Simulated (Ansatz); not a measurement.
Cell of GaN-ML on BP-ML (BP-ML is planar boron phosphide; with B/P of the lower layer towards Ga/N of the upper; facing Ga atop P, held by symmetry; BP-ML and GaN-ML a predicted or substrate-bound sheet, here free; layers strained to one cell), with its geometry taken from a PBE+D3(BJ) run:

```yaml
crystal:
  lattice:
    - [3.20577, 0.00000, 0.00000]
    - [-1.60289, 2.77628, 0.00000]
    - [0.00000, 0.00000, 21.35000]
  atoms:
    - { symbol: B, position: [0.33333, 0.66667, 0.42001] }
    - { symbol: P, position: [0.66667, 0.33333, 0.42153] }
    - { symbol: Ga, position: [0.66667, 0.33333, 0.57851] }
    - { symbol: N, position: [0.00000, 0.00000, 0.57996] }
```

The numbers are results of r2SCAN (plane waves to 500 eV, PAW; Ansatz, a program for electronic structure), not measurements. Scalar-relativistic, without spin–orbit coupling. Its k-point mesh 12×12×1, Fermi–Dirac width 0.01 eV. A dipole correction is on.

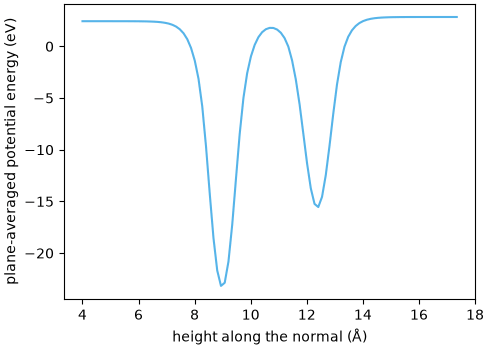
Fig. 1. Smooth (PAW) electrostatic potential energy of an electron, averaged over planes, about its mean

The curve spans 26.0 eV over the stretch drawn.
